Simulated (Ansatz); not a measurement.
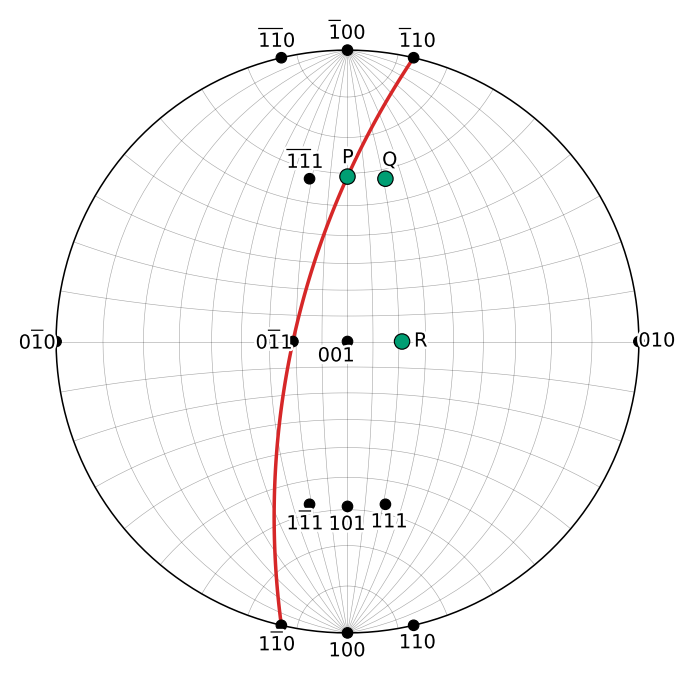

Stereographic projection of plane normals (upper hemisphere) centred on (0 0 1). Crystal: LiH5, coordinates from a relaxation with DFT PBE, scalar-relativistic, plane waves, PAW in Ansatz; the starting structure was generated, so it need not be a known form of this composition. Geometry calculated from the standardised cell; symmetry tolerance 0.002 Å.

a = 2.170 Å, b = 9.309 Å, c = 3.613 Å, α = 90.00°, β = 90.00°, γ = 90.00°.

Index the poles marked P, Q, R.

P is (−1 0 1), 59.0° from the centre; Q is (−1 1 1), 59.7° from the centre; R is (0 1 1), 21.2° from the centre.

Which zone does the coloured great circle trace?

The zone [1 1 1]: its poles satisfy h + k + l = 0.

What is the angle between the normals of (−1 0 1) and (−1 −1 0), and what are their d_hkl = 1/|g|?

33.4°; d = 1.860 Å and 2.113 Å.
